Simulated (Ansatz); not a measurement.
# CH4FMoNO2 (SMILES C[N]=[Mo](=[O])([OH])[F]): what the fields show

The calculation's input:

```
crystal:
  periodic: [false, false, false]
  atoms:
    - {symbol: C, position_ang: [-0.526492, 0.676742, 1.288471]}
    - {symbol: F, position_ang: [1.782631, -2.744938, 1.711555]}
    - {symbol: Mo, position_ang: [0.920719, -1.824760, 0.342117]}
    - {symbol: N, position_ang: [0.455732, -0.287894, 0.947742]}
    - {symbol: O, position_ang: [-0.489339, -2.597287, -0.124405]}
    - {symbol: O, position_ang: [2.027545, -1.558543, -1.143654]}
    - {symbol: H, position_ang: [-1.541488, 0.338186, 1.012662]}
    - {symbol: H, position_ang: [-0.502469, 0.876469, 2.372970]}
    - {symbol: H, position_ang: [-0.320661, 1.628906, 0.770743]}
    - {symbol: H, position_ang: [2.365146, -0.708305, -1.445389]}
basis:
  gaussian:
    orbitals: def2-SVPD
hamiltonian:
  xc: {name: PBE0}
output: {forces: true, orbitals: {seedname: orbitals}}
```

Launched as:

```sh
ansatz run input.yaml --threads 2 --pin off --max-ram 5220MiB --events-out events.jsonl --progress --plain --runs-dir runs
```

Geometry: PBE0-D4/def2-SVP; core potentials replace the inner electrons of Mo.

Computed with Ansatz, isolated molecule in a Gaussian basis; Kohn-Sham density functional theory, functional PBE0.

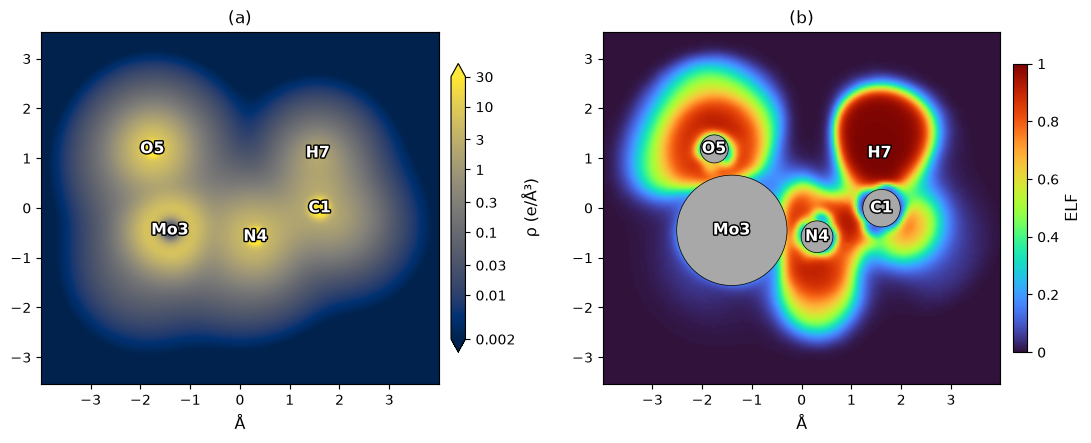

Figure 1. (a) electron density; (b) ELF on the plane of atoms N4, Mo3 and O5. Grey discs cover the atomic cores in the ELF map.

**What do the fields say about this system?**

The plane passes through C, Mo, N, O and H nuclei.
C–N (1.42 Å): the density is about 2 e/Å³ at the midpoint; the ELF peaks at about 0.90 between the atoms; a covalent bond.
Mo–O (1.67 Å): the density is about 2 e/Å³ at the midpoint; the ELF peaks at about 0.80 in the valence shell of O, 0.5 Å from its nucleus, and drops to about 0.40 between the two atoms.
Mo–N (1.72 Å): ρ at the midpoint is about 1.8 e/Å³; the ELF peaks at about 0.75 in the valence shell of N, 0.6 Å from its nucleus, and drops to about 0.35 between the two atoms.
C–H (1.10 Å): ρ is about 1.9 e/Å³ halfway; the ELF climbs to about 1 towards the hydrogen, as it does in any bond to H (a covalent bond by its length).

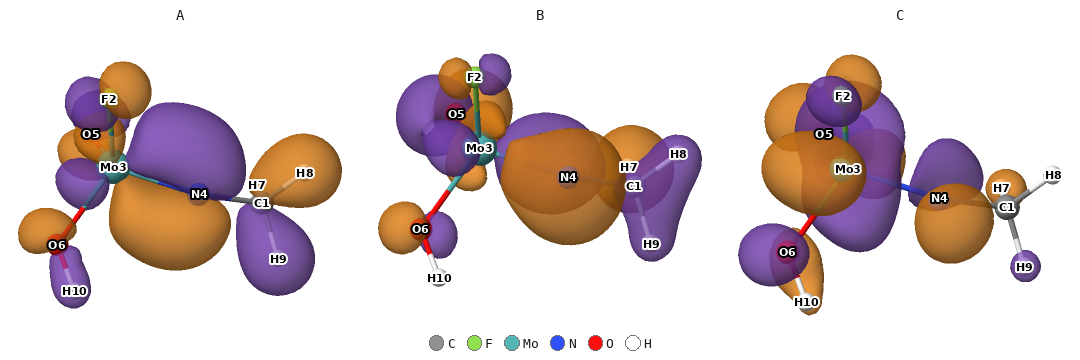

Figure 2. Three frontier orbitals at ±0.1 Å⁻³ᐟ² (orange and purple are the two phases), in no order.

**Which picture is the HOMO−1, the HOMO and the LUMO?**

A is the HOMO−1 (−8.69 eV). Its weight (Hirshfeld) is mainly on N4 (about 40 %), Mo3 (about 25 %), C1 (about 10 %) and F2 (about 5 %). B is the HOMO (−8.07 eV). By Hirshfeld shares it lies mainly on N4 (about 45 %), O5 (about 20 %), Mo3 (about 15 %) and C1 (about 10 %). C is the LUMO (−1.95 eV). Its weight (Hirshfeld) is mainly on Mo3 (about 60 %), N4 (about 10 %), O5 (about 10 %) and O6 (about 10 %).

**What is the HOMO–LUMO gap?**

6.12 eV between the orbital energies.

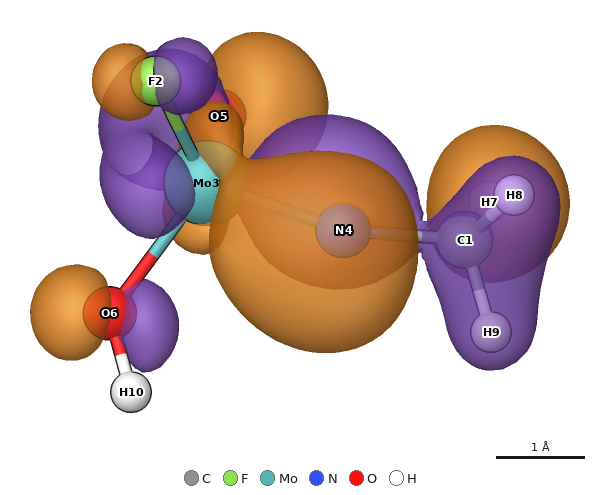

Figure 3. The HOMO at ±0.08 Å⁻³ᐟ² (orange and purple are the two phases), seen across its widest extent.

**Where does this orbital lie, and at what energy?**

It lies mainly on N4 (about 45 %), O5 (about 20 %), Mo3 (about 15 %) and C1 (about 10 %). Its energy is −8.07 eV.
